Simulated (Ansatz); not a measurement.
Cost and result by functional for the surface energy, mean of two unlike faces, of the (10-10) surface of hexagonal WC in its 1x1 cell (cut with top plane C, bottom plane W), outermost plane spacing 0.84 Å in the ideal cut, in Ansatz (plane waves, PAW). Single points on the PBE structure, on one kind of machine; costs are rough ratios of the slab run's core time (references not counted) to the cheapest single point. r2SCAN's cost holds its higher cutoff (500 against 420 eV). Differences are taken against r2SCAN for comparison alone: no measured value is at hand, so the table doesn't rank accuracy.

Slab: 10 atoms, C5W5, 11.0 Å thick at the start; k 13x13x1, smearing 0.1 eV, dipole-corrected; all atoms relaxed; start symmetry kept, larger cells not searched; no spin, no spin-orbit, no U. These notes are the PBE run's.

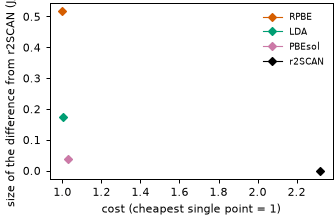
Fig. 1. Difference from r2SCAN against cost

| functional | relative cost | surface energy, mean of two unlike faces, (J/m²) | less r2SCAN (J/m²) |
|---|---|---|---|
| RPBE | 1 | 3.43 | -0.52 |
| LDA | 1 | 4.12 | 0.17 |
| PBEsol | 1 | 3.99 | 0.04 |
| r2SCAN | 2 | 3.95 | 0.00 |
| PBE (the relaxed run's value) | – | 3.64 | -0.31 |

The values span 0.69 J/m², while the single points' costs differ by a factor of roughly 2. Differences are of unrounded values.

Ansatz is a quantum-chemistry and plane-wave program.
